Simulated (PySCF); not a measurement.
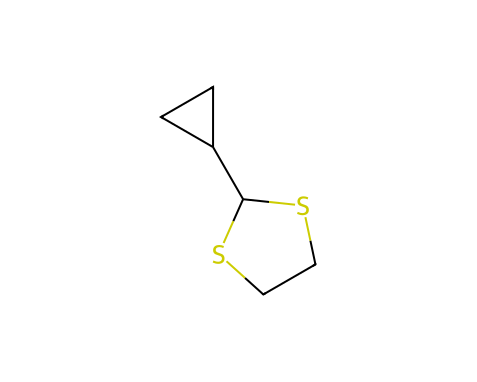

A structural formula.

Write the SMILES.

C1CSC(C2CC2)S1

Give the formula, hydrogens included.

C6H10S2.

The parts below concern this one geometry. Atoms keep their numbers from picture to picture. The computed structure is the end point of a PBE0-D3(BJ)/def2-SVP optimisation. No frequency run is at hand to confirm it as a minimum.

Shape

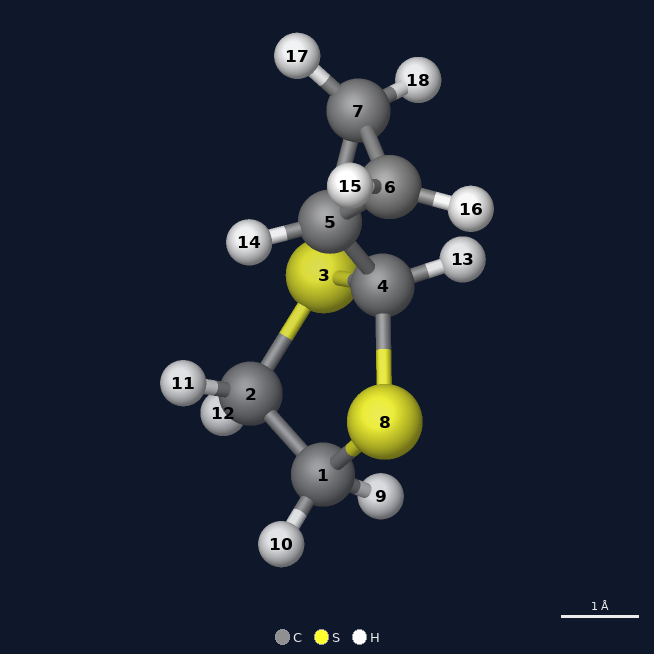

Numbered structure. No frequency run is at hand to confirm it as a minimum.

Give the bond lengths. Leave out bonds to hydrogen.

| bond | length (Å) | order |
| --- | --- | --- |
| C1–C2 | 1.514 | single |
| C1–S8 | 1.817 | single |
| C2–S3 | 1.812 | single |
| S3–C4 | 1.828 | single |
| C4–C5 | 1.503 | single |
| C4–S8 | 1.842 | single |
| C5–C6 | 1.501 | single |
| C5–C7 | 1.498 | single |
| C6–C7 | 1.500 | single |

Ring current

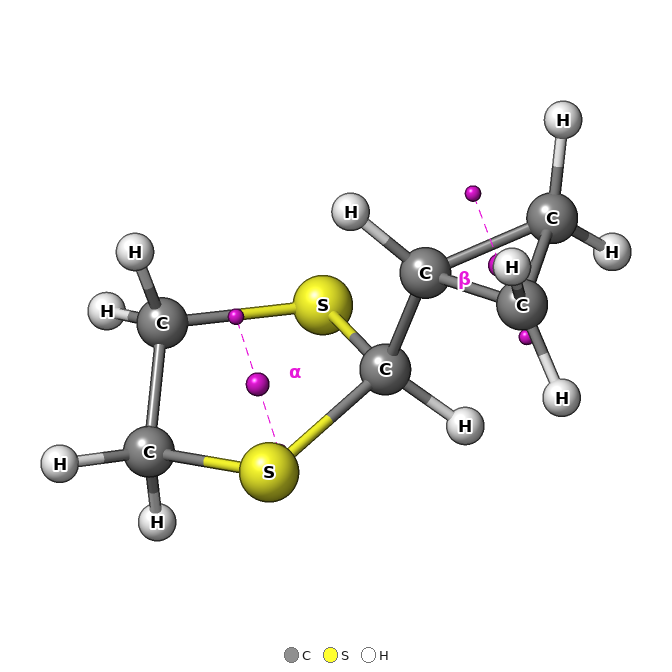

The small points mark where nucleus-independent chemical shifts (NICS) were computed: at the centre of each lettered ring and 1 Å above and below it. No frequency run is at hand to confirm it as a minimum. Method: GIAO PBE0/pcSseg-1 NMR shielding, non-relativistic, IEF-PCM benzene (PySCF 2.14.0).

Give NICS(0), NICS(1) and the out-of-plane component NICS(1)zz for each ring (means of the two sides).

```
ring  members  NICS(0)  NICS(1)  NICS(1)zz
   α     C3S2    −11.1     −5.4       −5.4
   β       C3    −42.7     −8.7      −20.9
```

Values in ppm.

What do the values say about the ring currents?

Ring α: weak, as in a non-aromatic ring. NICS is one index among several.

Electronic properties

No frequency run is at hand to confirm it as a minimum. Method: CAM-B3LYP/def2-SVPD, gas phase (PySCF 2.14.0). Excitations: vertical, linear response.

Give the mean static polarisability at this level.

106.9 bohr³.

Give the dipole moment at this level.

1.02 D.

Estimate the brightest of the 6 lowest singlets.

6.28 eV.

Give the HOMO–LUMO gap at this level.

8.74 eV.

Charges

The questions are on Hirshfeld charges. No frequency run is at hand to confirm it as a minimum. Method: PBE0/pcSseg-1 in benzene (IEF-PCM) (PySCF 2.14.0).

Which atom carries the highest charge (most positive or least negative)?

H10, H12 (0.05 to 0.06 e).

And the lowest?

C6, C7 (−0.09 e).

List the Hirshfeld charges.

```csv
atom,value (e)
C1,−0.08
C2,−0.07
S3,−0.02
C4,−0.03
C5,−0.06
C6,−0.09
C7,−0.09
S8,−0.03
H9,0.04
H10,0.05
H11,0.04
H12,0.06
H13,0.04
H14,0.04
H15,0.05
H16,0.05
H17,0.05
H18,0.05
```
